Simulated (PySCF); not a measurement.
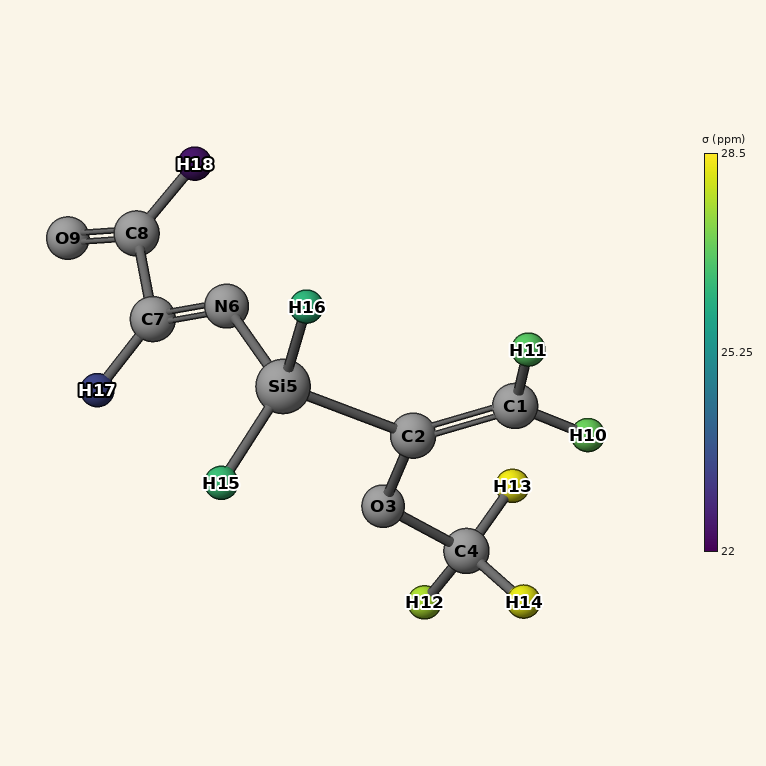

Atoms are coloured by their isotropic NMR shieldings (H only, the others grey). Computed geometry: GFN2-xTB optimisation. No frequency run is at hand to confirm it as a minimum. Properties computed with GIAO PBE0/pcSseg-1 NMR shielding, non-relativistic, gas phase (PySCF 2.14.0).

Which H atom is the most shielded (lowest chemical shift)?

H13 (28.31 ppm).

Which H atom is the least shielded (highest chemical shift)?

H18 (22.42 ppm).

How wide is the range of H shifts?

5.89 ppm.

List the isotropic NMR shieldings of the H atoms.

| atom | σ (ppm) |
| --- | --- |
| H10 | 27.01 |
| H11 | 26.83 |
| H12 | 27.67 |
| H13 | 28.31 |
| H14 | 28.20 |
| H15 | 26.43 |
| H16 | 26.24 |
| H17 | 23.39 |
| H18 | 22.42 |

The geometry is semi-empirical. Around Si such bond lengths and angles can be off by a tenth of an ångström or more and by several degrees, and values that hang on the shape move with them.
